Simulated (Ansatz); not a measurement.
# Tunnelling from Al(110) to Al(110): the current at the widest gap

Three vacuum gaps between Al(110) and Al(110) are known. What current density flows at 0.25 V across 6.5 Å?

How it was computed: Ansatz 0.2.0, plane waves with PAW datasets, PBEsol; a slab with two metal leads whose outer parts are reservoirs, with density and current solved under bias (Landauer, 300 K). The gap is counted from plane to plane of nuclei, and atoms stay on ideal sites.

Results; the value marked ? is to be predicted:

```
gap (Å)  drop between the leads' cuts at 0.25 V (V)  current density at 0.25 V (A/m²)
    3.5                                       0.173                         1.18×10¹⁴
    4.5                                       0.221                         4.20×10¹³
    5.5                                       0.244                         7.64×10¹²
    6.5                                       0.248                                 ?
```

Worked fit:

Tunnelling falls as exp(−βd). From 3.5 to 4.5 Å, β = ln(1.18×10¹⁴/4.20×10¹³)/1 = 1.04 Å⁻¹, and from 4.5 to 5.5 Å it is 1.70 Å⁻¹; the slope still steepens as the gap leaves contact, so the wider pair is taken. Then 7.64×10¹² × exp(−1.70 × 1). Predicted: 1.39×10¹² A/m².

**The withheld run.**

1.04×10¹² A/m², so the prediction is 33 % too high. The last step has β = 1.99 Å⁻¹, an apparent barrier ħ²β²/8m of 3.8 eV: the decay of this current is still steepening. The conductances at 0 V give β = 1.49 and 1.34 Å⁻¹ for the last two steps; at 6.5 Å that conductance times the bias is 2.8 times the current, an excess of like faces at zero bias that the bias removes, so it is the poorer guide to the barrier.

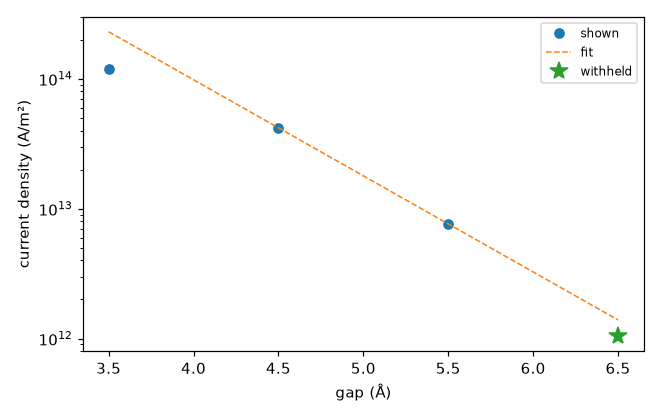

Current density against the gap.

**Limits.** On every other k-point the currents of these runs, at any bias, move by up to 16 %. A semilocal functional lacks the image potential's tail.

[Logs are printed without paths, hosts, clocks, repeated set-up lines and the standing remarks that a program may print on its own settings, such as how far it seeks lower states.]
